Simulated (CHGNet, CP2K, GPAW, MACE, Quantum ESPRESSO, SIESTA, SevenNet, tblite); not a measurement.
## H-capped Ge nanowire along [001] with a Si core (73 atoms): runs against a plane-wave reference

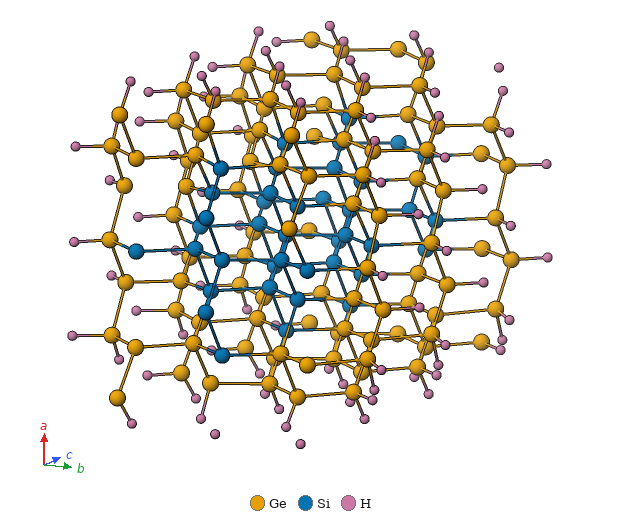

The cell (germanium orange, silicon blue, hydrogen pink). Bonds to atoms that aren't drawn are left out. 1×1×3 cells are drawn. Some periodic images of atoms are drawn too.

The cell holds 73 atoms: 32 Ge, 13 Si and 28 H. Its edges and angles: a = 26.501 Å, b = 26.501 Å, c = 5.658 Å, α = 90.0°, β = 90.0°, γ = 90.0°. It derives from Ge (diamond-structure). Round section of size parameter 8.03 Å cut from diamond-structure Ge (a = 5.658 Å) along [001], 1 period, broken bonds capped with H, 12 Å of vacuum, Si core of radius 4.42 Å. Then every atom was moved at random, 0.05 Å r.m.s. a Cartesian component (hydrogen 0.6 of that). Regions: wire, 45 atoms (32 Ge and 13 Si); hydrogen, 28 atoms (28 H). Vacuum lies along a and b. The structure repeats along c.

Geometry: as built.

The reference, a calculation:

- method: Kohn-Sham DFT, PBE, SSSP efficiency 1.3.0 pseudopotentials, plane waves (Quantum ESPRESSO 7.5); sssp-pbe-1.3.0-efficiency, cutoffs 60/480 Ry, Γ point
- r.m.s. force component: 0.8437 eV/Å
- longest force: 3.707 eV/Å
- gap (highest filled to lowest empty level): 1.62 eV
- time: 56 min on 1 thread of Arm Neoverse V1, shared host
- CPU time: 56 min

**Question.** The same geometry is run in other programs. How far does each lie from the reference, and what does it cost?
- SIESTA PBE, DZ, shift 0.01 Ry, mesh 300 Ry (SIESTA 5.4.2; 1 thread)
- SIESTA revPBE, PBE potentials, DZP, shift 0.01 Ry, mesh 300 Ry (SIESTA 5.4.2; 1 thread)
- CP2K PBE+D3(BJ), DZVP-MOLOPT-SR, 450/50 Ry, diagonalisation (CP2K 2026.2; 2 threads)
- CP2K PBE, DZVP-MOLOPT (SR for Ge), 450/50 Ry, diagonalisation (CP2K 2026.2; 2 threads)
- GPAW PBE, LCAO szp(dzp), h 0.2 Å (GPAW 26.7.0; 1 thread)
- CP2K PBE, DZVP-MOLOPT-SR, 450/50 Ry, OT DIIS (CP2K 2026.2; 2 threads)
- SevenNet l3i5 potential (SevenNet l3i5; 1 thread)
- CP2K PBE, DZVP-MOLOPT-SR, 630/50 Ry, diagonalisation (CP2K 2026.2; 2 threads)
- CP2K PBE, DZVP-MOLOPT-SR, 450/50 Ry, diagonalisation (CP2K 2026.2; 2 threads)
- CP2K PBE, DZVP-MOLOPT-SR, 450/20 Ry, diagonalisation (CP2K 2026.2; 2 threads)

Differences are against the plane-wave reference, forces as r.m.s. over components; share is that over the reference's r.m.s. force, slope the least-squares factor from reference forces to these. Total energies of different programs have different zeros and aren't compared.

| run | Δ force, r.m.s. (meV/Å) | share (%) | slope | Δ gap (eV) | cores | CPU time | memory (GiB) |
| --- | --- | --- | --- | --- | --- | --- | --- |
| reference | - | - | - | - | 1 | 56 min | 13 |
| SIESTA PBE, DZ, shift 0.01 Ry, mesh 300 Ry (coarse) | 103 | 12.2 | 1.073 | 0.530 | 1 | 97 s | 1 |
| SIESTA revPBE, PBE potentials, DZP, shift 0.01 Ry, mesh 300 Ry | 140 | 16.6 | 1.066 | 0.121 | 1 | 3.4 min | 1.4 |
| CP2K PBE+D3(BJ), DZVP-MOLOPT-SR, 450/50 Ry, diagonalisation | 82.1 | 9.72 | 1.000 | 0.0134 | 2 | 3.3 min | 7.6 |
| CP2K PBE, DZVP-MOLOPT (SR for Ge), 450/50 Ry, diagonalisation | 25.8 | 3.05 | 0.996 | 0.0309 | 2 | 6.6 min | 7.6 |
| GPAW PBE, LCAO szp(dzp), h 0.2 Å (coarse) | 435 | 51.5 | 1.236 | 0.315 | 1 | 98 s | 1.8 |
| CP2K PBE, DZVP-MOLOPT-SR, 450/50 Ry, OT DIIS | 90.1 | 10.7 | 1.010 | 0.0133 | 2 | 14 min | 3.4 |
| SevenNet l3i5 potential | 200 | 23.7 | 0.861 | - | 1 | 10 s | 1.0 |
| CP2K PBE, DZVP-MOLOPT-SR, 630/50 Ry, diagonalisation | 90.1 | 10.7 | 1.010 | 0.0134 | 2 | 4.7 min | 11 |
| CP2K PBE, DZVP-MOLOPT-SR, 450/50 Ry, diagonalisation | 90.1 | 10.7 | 1.010 | 0.0134 | 2 | 3.3 min | 7.6 |
| CP2K PBE, DZVP-MOLOPT-SR, 450/20 Ry, diagonalisation (coarse) | 90.1 | 10.7 | 1.010 | 0.0136 | 2 | 2.9 min | 7.6 |

Rows marked coarse were listed beforehand as settings not expected to be converged; some can still land near the reference.

Times of the machine-learned potentials are mostly Python's start and the loading of weights.

CPU time is summed over cores on a shared host, where runs went side by side, so it is rough. Symmetry, cutoffs, thresholds, outputs and thread counts weren't matched or tuned between programs; memory under MPI is the largest rank's times the ranks.

The PBE runs in local orbitals, coarse settings apart, differ by 3.1 % (CP2K PBE, DZVP-MOLOPT (SR for Ge), 450/50 Ry, diagonalisation) to 11 % (CP2K PBE, DZVP-MOLOPT-SR, 450/50 Ry, OT DIIS); basis, grid and potentials can all enter. Machine-learned potentials differ by 24 % (SevenNet l3i5 potential); they were trained on other programs' data. Rows with another functional or a dispersion term differ by 9.7 % (CP2K PBE+D3(BJ), DZVP-MOLOPT-SR, 450/50 Ry, diagonalisation) to 17 % (SIESTA revPBE, PBE potentials, DZP, shift 0.01 Ry, mesh 300 Ry), which mixes the change of model with differences of basis and potentials, some of them made for another functional. Runs with settings chosen to be coarse differ by 11 % (CP2K PBE, DZVP-MOLOPT-SR, 450/20 Ry, diagonalisation) to 52 % (GPAW PBE, LCAO szp(dzp), h 0.2 Å), their programs' other errors included. Machine-learned potentials mimic data converged in k, so the reference's own k-point error enters their differences. The electronic-structure runs sample only Γ, in a cell whose periodic width is 6 Å.

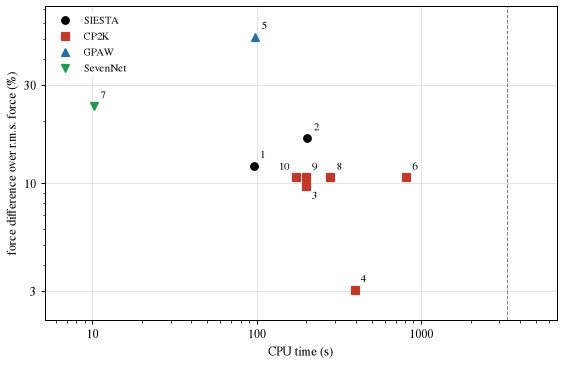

Force difference against CPU time; the dashed line marks the reference's time. Points: 1 SIESTA PBE, DZ, shift 0.01 Ry, mesh 300 Ry; 2 SIESTA revPBE, PBE potentials, DZP, shift 0.01 Ry, mesh 300 Ry; 3 CP2K PBE+D3(BJ), DZVP-MOLOPT-SR, 450/50 Ry, diagonalisation; 4 CP2K PBE, DZVP-MOLOPT (SR for Ge), 450/50 Ry, diagonalisation; 5 GPAW PBE, LCAO szp(dzp), h 0.2 Å; 6 CP2K PBE, DZVP-MOLOPT-SR, 450/50 Ry, OT DIIS; 7 SevenNet l3i5 potential; 8 CP2K PBE, DZVP-MOLOPT-SR, 630/50 Ry, diagonalisation; 9 CP2K PBE, DZVP-MOLOPT-SR, 450/50 Ry, diagonalisation; 10 CP2K PBE, DZVP-MOLOPT-SR, 450/20 Ry, diagonalisation.

[Hosts, paths, dates, database ids (printed as entryN), source tags and the programs' standing remarks are cut or masked in the printed files.]
